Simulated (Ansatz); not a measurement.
**Convergence study of the plane-wave cutoff for TiRh3 (P4mm, 4 atoms in the cell)**

```xyz
4
Lattice="3.8068 0.0000 0.0000 0.0000 3.8068 0.0000 0.0000 0.0000 3.8068" Properties=species:S:1:pos:R:3 pbc="T T T"
Ti     0.0000     0.0000     0.0500
Rh     1.9034     1.9034     0.0000
Rh     0.0000     1.9034     1.9034
Rh     1.9034     0.0000     1.9034
```

Method: LDA (PW92), default PAW files made with PBE (plane waves; Ansatz, a quantum-chemistry and plane-wave program).

Base settings: basis.ecutwfc = 420 eV; kpoints.mp_grid.grid = 9 9 9; hamiltonian.xc = lda; hamiltonian.pseudopotentials = {kind: paw} (the program's default PAW files); scf.occupations.method = fermi_dirac; scf.occupations.width = 0.1 eV.

The second cell is the first with its lattice scaled by 0.98.

The mesh stays at the base's, so the ladder's end is converged at best in this setting alone.

The first pressure column holds Ansatz's estimate of the finite-basis (Pulay) stress, which hides part of the cutoff error; the other is without it.

Only quantities that move along the ladder and can be compared are tabulated.

The count of work is k-points × plane waves × bands × iterations; it is no time. 

The starting cell comes from a database of computed structures (which also holds hypothetical and non-ambient phases and stackings), without a prior relaxation at this level. Its lattice was rescaled by up to half a per cent. One atom was moved a little off its site on purpose. Spin polarisation is off. In the base run, with a pressure of about -7 GPa the cell is away from its equilibrium volume at this level.

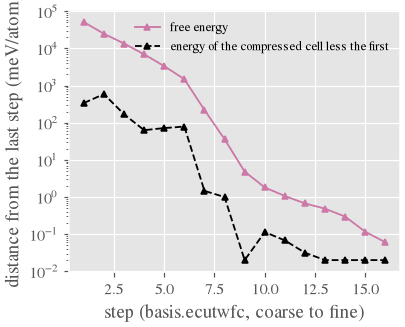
Figure. Distance from the last step along the ladder; very small values are drawn at a floor.

| basis.ecutwfc | free energy less the last step's (meV/atom) | energy of the compressed cell less the first (meV/atom) | pressure (GPa) | pressure without the Pulay estimate (GPa) | largest difference of a force vector from the last step's (eV/Å) | count of work / last |
|---|---|---|---|---|---|---|
| 145 eV | 51389.03 | -334.54 | -167.46 | -1828.84 | 0.279 | 0.068 |
| 170 eV | 24862.47 | -585.60 | -111.87 | -1070.13 | 2.238 | 0.087 |
| 190 eV | 13577.42 | -165.03 | -34.83 | -674.29 | 1.132 | 0.11 |
| 210 eV | 6943.02 | 67.35 | -0.22 | -395.18 | 0.246 | 0.11 |
| 230 eV | 3337.20 | 76.03 | 10.87 | -219.15 | 0.159 | 0.14 |
| 250 eV | 1490.16 | 83.13 | 2.06 | -115.86 | 0.165 | 0.14 |
| 295 eV | 220.83 | 5.77 | -7.51 | -29.54 | 0.025 | 0.16 |
| 335 eV | 36.08 | 3.31 | -7.41 | -11.83 | 0.009 | 0.19 |
| 380 eV | 4.82 | 4.32 | -7.17 | -7.69 | 0.001 | 0.23 |
| 420 eV | 1.81 | 4.42 | -7.16 | -7.25 | 0.000 | 0.26 |
| 460 eV | 1.06 | 4.37 | -7.17 | -7.21 | 0.000 | 0.31 |
| 505 eV | 0.67 | 4.34 | -7.17 | -7.19 | 0.000 | 0.34 |
| 565 eV | 0.48 | 4.32 | -7.18 | -7.19 | 0.000 | 0.44 |
| 630 eV | 0.30 | 4.31 | -7.18 | -7.19 | 0.000 | 0.49 |
| 735 eV | 0.12 | 4.31 | -7.18 | -7.18 | 0.000 | 0.64 |
| 840 eV | 0.06 | 4.31 | -7.18 | -7.18 | 0.000 | 0.75 |
| 1010 eV | 0.00 | 4.30 | -7.18 | -7.18 | 0.000 | 1.0 |

Coarsest basis.ecutwfc that holds the forces within 0.02 eV/Å of the last step, with all finer ones: 335 eV, at 0.19 of the last step's count of work; the step before is off by 0.025 eV/Å.

Coarsest basis.ecutwfc that holds the pressure within 1 GPa of the last step, with all finer ones: 295 eV, at 0.16 of the last step's count of work; the step before is off by 9.2 GPa.

Coarsest basis.ecutwfc that holds the pressure without the Pulay estimate within 0.2 GPa of the last step, with all finer ones: 420 eV, at 0.26 of the last step's count of work; the step before is off by 0.51 GPa.

The energy difference between the two cells stays within 1 meV/atom of the last step's from 335 eV on, the total only from 505 eV on: much of the error is common to both cells and cancels.

At the lowest cutoff the pressure without the Pulay estimate lies 1820 GPa under the last step's, the usual sign of Pulay stress in an incomplete plane-wave basis.

Keys are those of Ansatz 0.2.
